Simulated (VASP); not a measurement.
Energy against volume of CdTe (zinc blende). These are PBE GGA with D3 dispersion (Becke-Johnson damping), VASP's PBE PAW potentials (set 64) (plane waves; VASP) values and carry that method's errors.

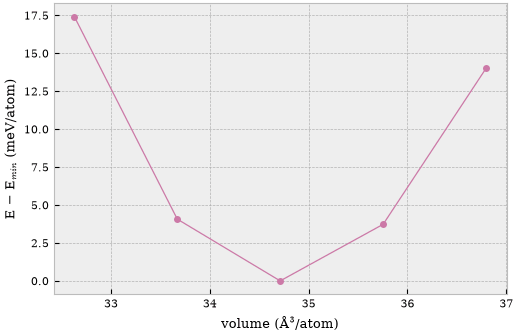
Figure. Energy against volume

Question: Estimate the equilibrium volume and the bulk modulus.

Answer: The minimum lies near 34.7 Å³/atom, and the curvature gives B0 of about 40 GPa.

Measured: bulk modulus 43.7 GPa (computed value off by -8.6 %), as given by Elmahjoubi et al., (2023), arXiv:2303.01780; a 6.480 Å (computed value off by +0.7 %), as given by M J Lucero et al., Journal of Physics Condensed Matter (2012), arXiv:1111.4515. The calculation is for a static lattice, while the measured bulk modulus, a hold thermal and zero-point effects, which are part of the difference.

The compound is CdTe in the zinc blende structure. It was relaxed first.
